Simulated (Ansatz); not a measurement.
```xyz
2
charge 0, multiplicity 2
Ti    0.0000    0.0000    0.0000
N     0.0000    0.0000    1.7086
```

Geometry: a fixed input geometry, not necessarily a minimum. Other spin states may lie lower.

Describe the molecule in this file.

The molecule is TiN. It is an open-shell species.

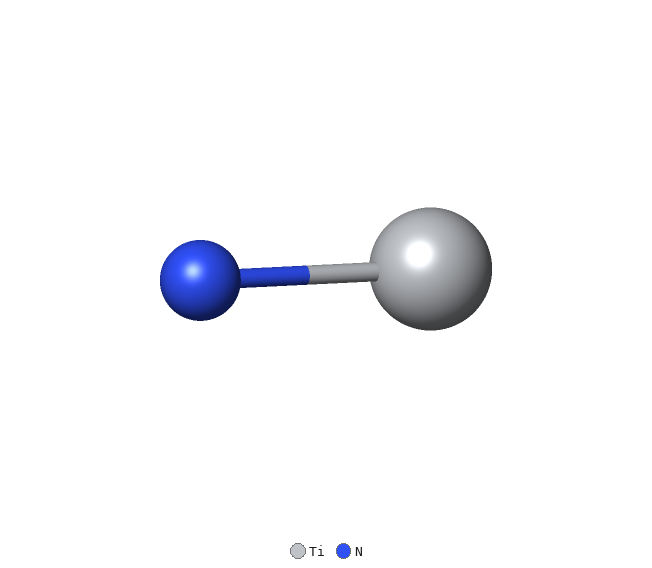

(Drawn from a calculation with Ansatz.)
